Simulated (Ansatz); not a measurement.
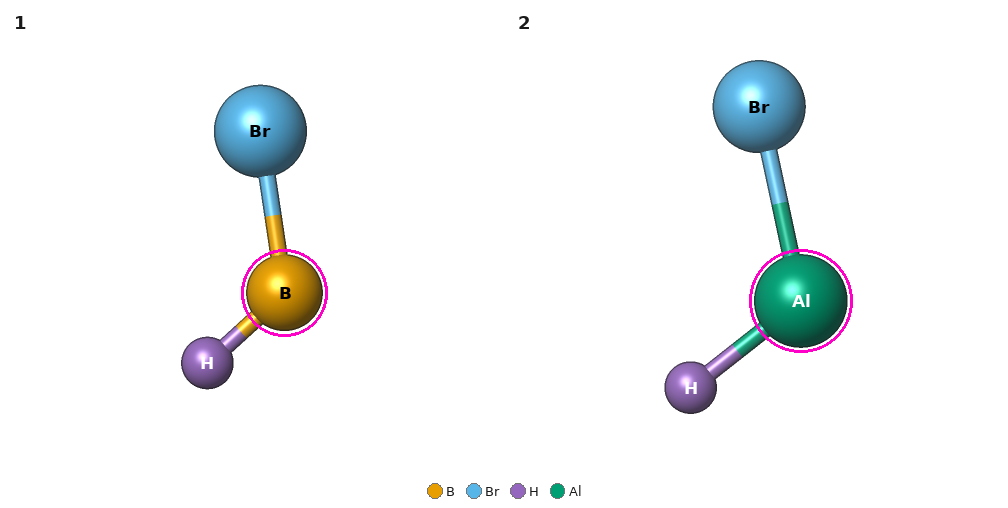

2 molecules with one skeleton, seen from the same side and at one scale; the atom that differs is circled. Charge 0, doublet. Computed geometries: PBE0-D4/def2-TZVP optimisations, one conformation each. Properties computed with Ansatz 0.2.0.

One atom differs, called X below: B in panel 1, Al in panel 2. Their formulas are BBrH (`[BH]Br`), AlBrH (`[AlH][Br]`).

**In which is the length of X–Br larger (PBE0-D4/def2-TZVP)?**

In panel 2 (X = Al).

**In which is the dipole moment larger (PBE0-D4/def2-TZVP)?**

In panel 2 (X = Al).

Give the values. With PBE0-D4/def2-TZVP: length of X–Br (Å), length of X–H (Å), angle Br–X–H (°), dipole moment (D), harmonic zero-point energy (kJ/mol).

```json
{"quantity": "length of X–Br (Å)", "1 (B)": "1.868", "2 (Al)": "2.275", "2 − 1": "+0.407"}
{"quantity": "length of X–H (Å)", "1 (B)": "1.193", "2 (Al)": "1.603", "2 − 1": "+0.410"}
{"quantity": "angle Br–X–H (°)", "1 (B)": "123.6", "2 (Al)": "115.7", "2 − 1": "−7.9"}
{"quantity": "dipole moment (D)", "1 (B)": "0.49", "2 (Al)": "1.50", "2 − 1": "+1.01"}
{"quantity": "harmonic zero-point energy (kJ/mol)", "1 (B)": "25.2", "2 (Al)": "16.5", "2 − 1": "−8.7"}
```
